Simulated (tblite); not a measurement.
## Run report: C₆H₇P, frequency calculation

System: C₆H₇P.
Method: GFN2-xTB harmonic vibrations, gas phase (tblite 0.8.0).

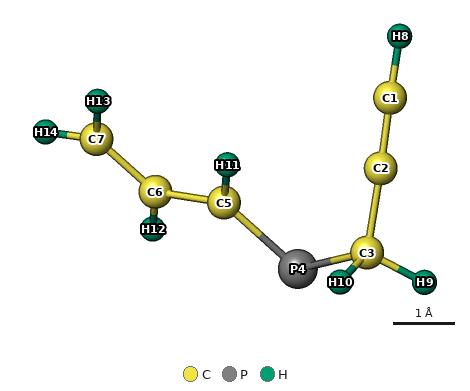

**Figure 1.** The input geometry (ball-and-stick view, seen at a tilt; atoms are numbered from 1 in the order of the input). Bond lengths as drawn: C–C 1.20 to 1.44 Å, C–H 1.05 to 1.10 Å and C–P 1.69 to 1.89 Å.

The input
```
{"job": {"kind": "ir", "xc": "GFN2-xTB", "basis": "xTB"}, "charge": 0, "multiplicity": 1}
C      2.681974     0.970516    -0.191067
C      2.263368    -0.151514    -0.176377
C      1.707561    -1.479586    -0.169890
P     -0.113146    -1.506561    -0.668884
C     -0.702284    -0.230977     0.263566
C     -2.076440     0.162838     0.230912
C     -2.568723     1.177104     0.945269
H      3.077941     1.941633    -0.200041
H      2.255165    -2.116768    -0.871163
H      1.790141    -1.919792     0.829423
H     -0.040692     0.345131     0.900875
H     -2.729000    -0.408031    -0.418249
H     -1.939568     1.759360     1.598866
H     -3.606974     1.456173     0.900724
```

The first line tells a small driver script what to run in tblite; the rest is the geometry in Å.

Machine: 1 CPU thread, shared host.

Launch command:
```bash
OMP_NUM_THREADS=1 python <driver script> task.json out
```

Log
```
mode    cm-1     km/mol
  1      35.5      1.87
  2      93.3      0.57
  3     139.7      0.11
  4     161.8      0.97
  5     194.8      0.07
  6     282.4      0.68
  7     300.9      1.14
  8     414.2      0.41
  9     427.8      0.43
 10     623.8     46.40
 11     626.2      2.15
 12     637.0     23.72
 13     701.9      3.00
 14     768.5      4.40
 15     802.4      6.07
 16     868.0     12.28
 17     917.5      1.45
 18    1002.4     12.73
 19    1009.9     21.66
 20    1053.2      5.28
 21    1095.8      0.13
 22    1186.5      1.19
 23    1200.4      6.64
 24    1232.9      5.55
 25    1321.8      0.88
 26    1406.7      2.40
 27    1413.1      1.47
 28    1628.4      0.40
 29    2282.4     24.07
 30    2919.7      9.41
 31    2944.2     11.11
 32    3016.3      4.50
 33    3047.8     27.34
 34    3098.3     18.82
 35    3132.2     42.31
 36    3398.3      5.29
```

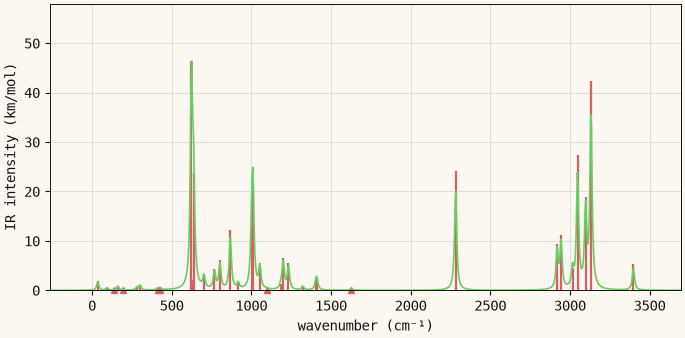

**Figure 2.** Harmonic infrared spectrum, unscaled: sticks (degenerate modes added up, dark ones marked on the axis) with a Lorentzian envelope of 16 cm⁻¹ full width, scaled to the tallest stick. 36 modes from 36 to 3398 cm⁻¹, none imaginary. The strongest line is at 624 cm⁻¹ (46 km/mol).

Results in brief

```csv
quantity,value
outcome,converged
total energy,−511.2740 eV
zero-point energy,64.8820 kcal/mol
wall time,0.59 s
peak memory,0.18 GiB
```
